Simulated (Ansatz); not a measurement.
**SiH3OF (SMILES O[SiH2]F): B3LYP/6-31G(d) (spherical functions)**

Aim: the electronic atomisation energy of SiH3OF at B3LYP/6-31G* (spherical functions), from 5 runs. 

The results are computed with Ansatz 0.2.0.

72 further runs of the same task are left out: 72 set aside as unsound or not needed.

### 1 The system as given

SiH3OF: 6 atoms, total charge 0, spin state singlet. As SMILES, `O[SiH2]F`. The shape is that of a PBE0-D4/def2-TZVP optimisation. This is one conformer, not always the lowest.

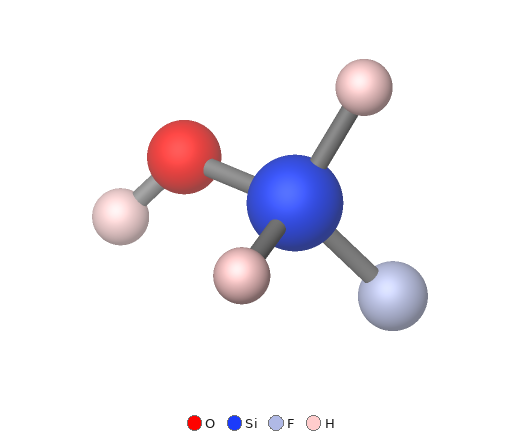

The structure, seen from a chosen angle (oxygen red, silicon blue, fluorine light blue, hydrogen pink).

### 2 A single-point energy at B3LYP/6-31G(d) (spherical functions)

Contents of input.yaml:

```yaml
crystal:
  periodic: [false, false, false]
  atoms:
    - {symbol: O, position_ang: [-0.853500, -0.209200, -0.924100]}
    - {symbol: Si, position_ang: [0.378300, -0.009300, 0.123900]}
    - {symbol: F, position_ang: [0.180800, -0.922800, 1.417800]}
    - {symbol: H, position_ang: [-1.714200, 0.150200, -0.705600]}
    - {symbol: H, position_ang: [1.595600, -0.458500, -0.575800]}
    - {symbol: H, position_ang: [0.455100, 1.385600, 0.617600]}
basis:
  gaussian:
    orbitals: 6-31G_st_-spherical.json
hamiltonian:
  xc: {name: B3LYP}
accuracy: high
output:
  orbitals: {seedname: orbitals}
```

The basis set 6-31G* is read from a file made from the Basis Set Exchange's data (not shown).

On the command line:

```bash
$ ansatz run input.yaml --threads 1 --pin off --max-ram 3480MiB --events-out events.jsonl --progress --plain --runs-dir runs
```

What it wrote:

```text
Warning: RAYON_NUM_THREADS=1 ignored (pool sized by the plan → 1); use --threads N
Functional definition: B3LYP
  name "B3LYP"
  parameter a0 = 0.2
  parameter ax = 0.72
  parameter ac = 0.81
  exchange = (1 - a0 - ax)*slater_x + ax*b88_x + a0*exact_x
  correlation = (1 - ac)*vwn_rpa_c + ac*lyp_c
1116 factors; integrals over basis functions are off by at most 3.4e-9 eV
mean field evaluation 1: about -12687.6599 eV, gradient 5.5e1 eV
mean field evaluation 2: about -12678.8837 eV, gradient 8.9e1 eV
mean field evaluation 4: about -12692.5602 eV, gradient 3.9e0 eV
mean field evaluation 8: about -12692.7141 eV, gradient 1.5e-1 eV
mean field evaluation 16: about -12692.7141 eV, gradient 2.0e-6 eV
mean field -12692.71412185 eV, -466.4486405475 hartree, gradient 4.5e-8 eV, S^2 0.000000; 0 other end points of the search recorded, 0 dependent functions left out
reference -12692.71415625 eV, -466.4486418114 hartree; 17, 17 occupied and 35, 35 virtual orbitals, 1116 factors
Total energy: -12692.71415625 eV, -466.4486418114 hartree
```

It took 3.3 s on 1 thread of Arm Neoverse V2, shared host; peak memory 0.14 GiB.

### 3 The F atom at the same level

Contents of molecule.yaml:

```yaml
basis:
  gaussian:
    orbitals: 6-31G_st_-spherical.json
crystal:
  periodic: [false, false, false]
  atoms:
    - {symbol: F, position_ang: [0.000000, 0.000000, 0.000000]}
accuracy: high
magnetization:
  spin_polarized: true
  initial_magnetization: 1
hamiltonian:
  xc: {name: B3LYP}
```

The basis set 6-31G* is read from a file made from the Basis Set Exchange's data (not shown).

Run the same way, it converges to -99.71458 Eh (log not shown).

### 4 The H atom at the same level

Contents of run.yaml:

```yaml
crystal:
  periodic: [false, false, false]
  atoms:
    - {symbol: H, position_ang: [0.000000, 0.000000, 0.000000]}
basis:
  gaussian:
    orbitals: "6-31G*"
accuracy: high
magnetization:
  spin_polarized: true
  initial_magnetization: 1
hamiltonian:
  xc: {name: B3LYP}
```

On the command line:

```bash
$ ansatz run run.yaml --threads 1 --pin off --max-ram 3480MiB --events-out events.jsonl --progress --plain --runs-dir runs
```

What it wrote (excerpt; [...] marks lines left out):

```text
Warning: RAYON_NUM_THREADS=1 ignored (pool sized by the plan → 1); use --threads N
[... 7 set-up lines as earlier in the session ...]
3 factors; integrals over basis functions are off by at most 5.4e-10 eV
mean field evaluation 1: about -13.6135 eV, gradient 2.1e-1 eV
mean field evaluation 2: about -13.6127 eV, gradient 2.0e-1 eV
mean field evaluation 4: about -13.6131 eV, gradient 4.2e-7 eV
mean field evaluation 8: about -13.6131 eV, gradient 8.0e-10 eV
mean field -13.61309805 eV, -0.5002721262 hartree, gradient 8.6e-9 eV, S^2 0.750000; 0 other end points of the search recorded, 0 dependent functions left out
reference -13.61311596 eV, -0.5002727842 hartree; 1, 0 occupied and 1, 2 virtual orbitals, 3 factors
Total energy: -13.61311596 eV, -0.5002727842 hartree
```

It took 0.12 s on 1 thread of Arm Neoverse V2, shared host.

### 5 The O atom at the same level

Contents of in.yaml:

```yaml
crystal:
  periodic: [false, false, false]
  atoms:
    - {symbol: O, position_ang: [0.000000, 0.000000, 0.000000]}
basis:
  gaussian: {orbitals: 6-31G_st_-spherical.json}
magnetization: {spin_polarized: true, initial_magnetization: 2}
hamiltonian: {xc: {name: B3LYP}}
accuracy: high
```

The basis set 6-31G* is read from a file made from the Basis Set Exchange's data (not shown).

Run the same way, it converges to -75.05940 Eh (log not shown).

### 6 The Si atom

Contents of job.yaml:

```yaml
crystal:
  periodic: [false, false, false]
  atoms:
    - {symbol: Si, position_ang: [0.000000, 0.000000, 0.000000]}
basis:
  gaussian: {orbitals: 6-31G_st_-spherical.json}
magnetization: {spin_polarized: true, initial_magnetization: 2}
hamiltonian: {xc: {name: B3LYP}}
accuracy: high
```

The basis set 6-31G* is read from a file made from the Basis Set Exchange's data (not shown).

Run the same way, it converges to -289.36979 Eh (log not shown).

### 7 Results

At B3LYP/6-31G* (spherical functions):

```
                     quantity          value
       molecule: total energy  -466.44864 Eh
        molecule: HOMO energy       -8.87 eV
        molecule: LUMO energy        0.79 eV
      molecule: HOMO–LUMO gap        9.66 eV
         F atom: total energy   -99.71458 Eh
                 F atom: ⟨S²⟩          0.751
         H atom: total energy    -0.50027 Eh
                 H atom: ⟨S²⟩          0.750
         O atom: total energy   -75.05940 Eh
                 O atom: ⟨S²⟩          2.002
        Si atom: total energy  -289.36979 Eh
                Si atom: ⟨S²⟩          2.002
electronic atomisation energy      21.879 eV
```

In words: Taking the molecule apart into free atoms costs 21.88 eV (505 kcal/mol), before zero-point energy and without spin-orbit coupling.
